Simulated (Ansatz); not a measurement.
## Electronic structure of CH5NSi in real space

```json
{"atom": "C", "x (Å)": "-0.4552", "y (Å)": "-1.9750", "z (Å)": "0.8355"}
{"atom": "N", "x (Å)": "1.6515", "y (Å)": "-0.4924", "z (Å)": "1.9061"}
{"atom": "Si", "x (Å)": "1.1025", "y (Å)": "-2.1427", "z (Å)": "1.9822"}
{"atom": "H", "x (Å)": "-1.3627", "y (Å)": "-2.2973", "z (Å)": "1.3930"}
{"atom": "H", "x (Å)": "-0.3630", "y (Å)": "-2.6815", "z (Å)": "-0.0193"}
{"atom": "H", "x (Å)": "-0.6405", "y (Å)": "-0.9578", "z (Å)": "0.4273"}
{"atom": "H", "x (Å)": "2.4877", "y (Å)": "-0.1741", "z (Å)": "2.4062"}
{"atom": "H", "x (Å)": "1.2138", "y (Å)": "0.2761", "z (Å)": "1.3818"}
```

Geometry: BLYP-D3(BJ)/def2-SVP.

All numbers below come from Ansatz, isolated molecule in a Gaussian basis; Kohn-Sham density functional theory, functional PBE0.

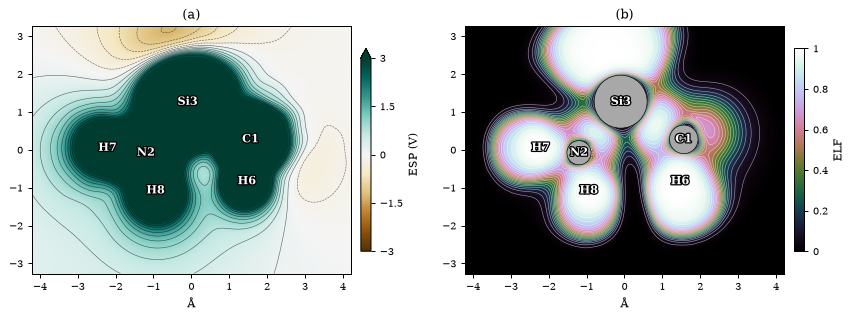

Figure 1. (a) electrostatic potential; (b) electron localisation function on the plane of atoms Si3, C1 and H6. Grey discs cover the atomic cores in the ELF map.

### What does the map show?

- Atoms in the plane: C, N, Si and H.
- Si–N (1.74 Å): the ELF peaks at about 0.90 between the atoms, as expected for a shared but strongly polarised pair.
- C–Si (1.94 Å): the ELF peaks at about 0.95 between the atoms: a covalent bond.
- N–H (1.03 Å): the ELF climbs to about 1 towards the hydrogen, as it does in any bond to H; an ordinary covalent bond to hydrogen.
- C–H (1.11 Å): the ELF climbs to about 1 towards the hydrogen (an ordinary covalent bond to hydrogen).
- The ELF also peaks beside Si3, away from the bonds: lone-pair regions.
- Outside the dense part of the molecule the potential is most negative (−1.3 V) near Si3.

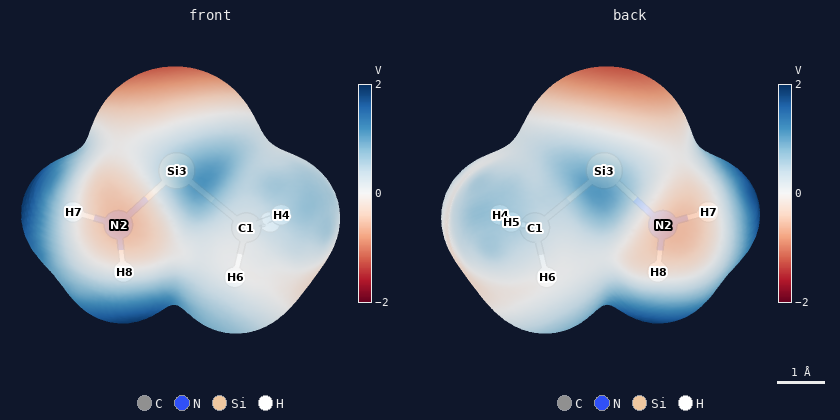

Figure 2. The molecular electrostatic potential painted on the density surface at 0.002 e/bohr³, seen from the front and from behind; red is negative and blue positive.

### Where is the surface potential most negative and most positive?

The most negative region (about −1.2 V) lies over Si3, the most positive (about +1.9 V) over H7 and H8.

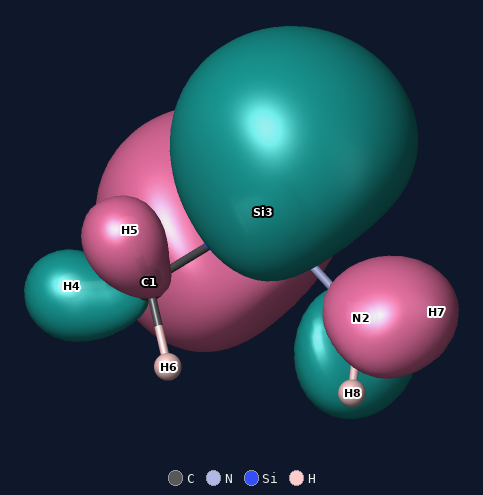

Figure 3. One frontier orbital at ±0.08 Å⁻³ᐟ² (teal and pink are the two phases), seen at an oblique angle.

### Which orbital is it: HOMO or LUMO?

The LUMO, at −1.25 eV. Its weight (Hirshfeld) is mainly on Si3 (about 75 %) and N2 (about 10 %).
